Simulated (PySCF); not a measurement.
**C₃H₄ClN, SMILES `N=C/C=C\Cl`: what the electrons do**

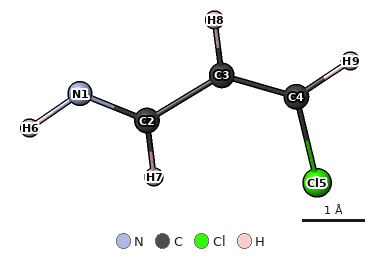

The molecule, with its atoms numbered as below. No frequency check shows the geometry to be a minimum.

Coordinates in Å:

```
N1       2.6465    0.2659    0.0000
C2       1.3873    0.3522    0.0000
C3       0.5954   -0.8607    0.0000
C4      -0.7352   -0.9139    0.0000
Cl5     -1.7562    0.4622    0.0000
H6       3.1448    1.1526    0.0000
H7       0.8213    1.2918    0.0000
H8       1.1584   -1.7823    0.0000
H9      -1.2802   -1.8457    0.0000
```

### 1. Bonding charge

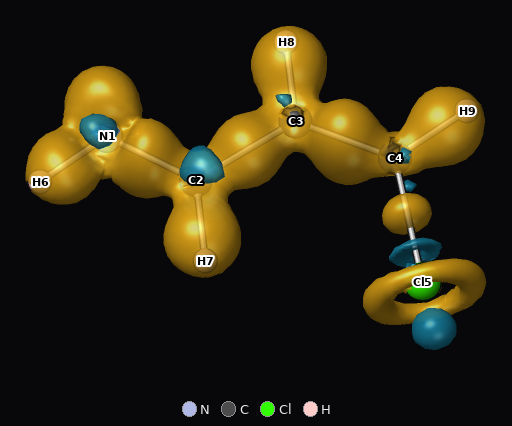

Deformation density (molecule less spherical, spin-averaged free atoms at the same positions), surfaces at ±0.15 e/Å³; yellow: gain, teal: loss.

Level of theory: HF/6-311G** (PySCF), at a geometry from GFN2-xTB.

How much density has each bond gained at its critical point, relative to the free atoms?

Answer. C3–C4: +0.81 e/Å³ at the bond critical point (bond length 1.33 Å, Mayer order 1.8). N1–H6: +0.79 e/Å³ at the bond critical point (bond length 1.02 Å, Mayer order 1.0). C4–H9: +0.78 e/Å³ at the bond critical point (bond length 1.08 Å, Mayer order 1.0). C2–H7: +0.76 e/Å³ at the bond critical point (bond length 1.10 Å, Mayer order 1.0). C3–H8: +0.74 e/Å³ at the bond critical point (bond length 1.08 Å, Mayer order 1.0). N1–C2: +0.73 e/Å³ at the bond critical point (bond length 1.26 Å, Mayer order 2.0). C2–C3: +0.71 e/Å³ at the bond critical point (bond length 1.45 Å, Mayer order 1.0). C4–Cl5: +0.29 e/Å³ at the bond critical point (bond length 1.71 Å, Mayer order 1.0). In all, 2.3 electrons gather in the regions of gain relative to the promolecule.

Where do the Hirshfeld charges lie?

Answer. The highest Hirshfeld charge is on H6 (+0.13 e), the lowest on N1 (−0.26 e).

### 2. Bond critical points

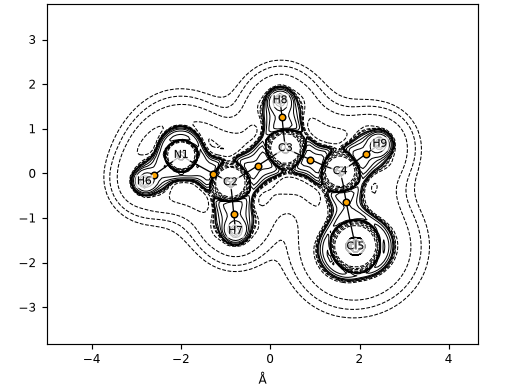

Negative Laplacian of the density (−∇²ρ) in the molecular plane (solid lines positive, dashed lines negative, contours at ±0.02 to ±8 a.u.), with bond paths and bond critical points (dots).

At which bond critical points in this plane is charge locally concentrated, and at which depleted?

Answer. Concentrated (∇²ρ < 0): N1–C2 (−0.69 a.u.); C3–C4 (−1.14 a.u.); N1–H6 (−1.70 a.u.); C2–C3 (−0.94 a.u.); C4–H9 (−1.11 a.u.); C3–H8 (−1.08 a.u.); C2–H7 (−1.06 a.u.); C4–Cl5 (−0.47 a.u.). At none is it depleted.

Where along N1–H6 does the critical point lie?

Answer. 0.75 Å from N1 and 0.27 Å from H6.

### 3. Local ionisation energy

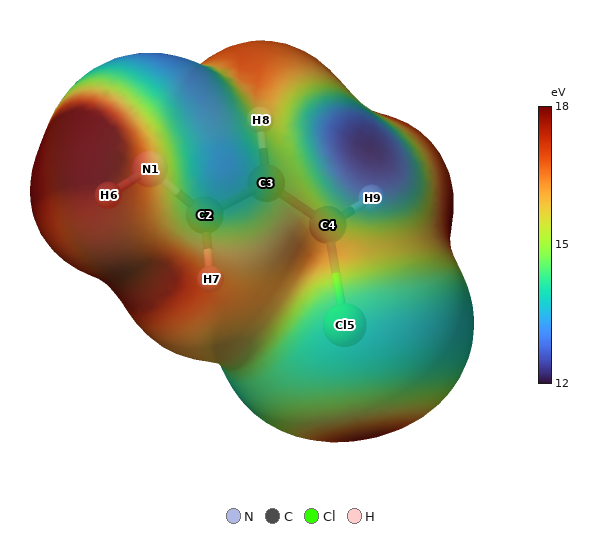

Average local ionisation energy on the surface of electron density 0.001 a.u.

Locate the minima of the map.

Answer. The lowest value is 12.3 eV, off the molecular plane, over C3 (2.1 Å), and at like points elsewhere. Further minima include 13.0 eV, 1.9 Å from N1; 13.7 eV, off the molecular plane, over Cl5 (2.1 Å), and at like points elsewhere; 17.1 eV, 1.3 Å from H9. For comparison, the highest occupied orbital lies at −9.8 eV.

### 4. Removing or adding an electron

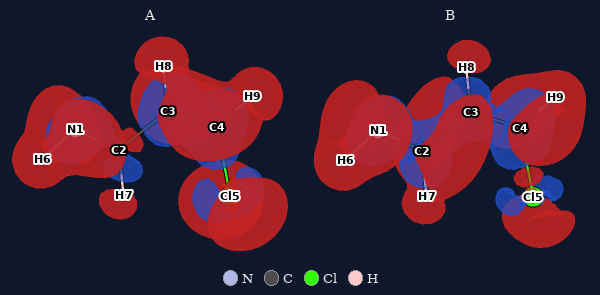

The two Fukui functions at ±0.015 e/Å³ (red positive, blue negative).

Computed with PySCF, PBE0/6-311+G**, geometry: GFN2-xTB.

Which panel is f⁻ (electron removed) and which f⁺ (electron added)?

Answer. A is f⁻, B is f⁺. f⁻ (Hirshfeld-condensed) is largest on Cl5 (0.27), N1 (0.16) and C3 (0.15); the vertical ionisation energy is 9.60 eV (the stability of the cation's solution wasn't checked). f⁺ (Hirshfeld-condensed) is largest on N1 (0.18), C4 (0.16) and Cl5 (0.15); the vertical electron affinity is −0.23 eV (the stability of the anion's solution wasn't checked; negative: at this level and geometry the extra electron isn't bound, and the finite basis holds it).

What chemical potential and hardness follow from the two energies?

Answer. μ = −(I + A)/2 = −4.68 eV and η = I − A = 9.83 eV.

The PySCF runs shown took 2.6 s and 92 s on 1 thread of Arm Neoverse V1, with other jobs on the host.
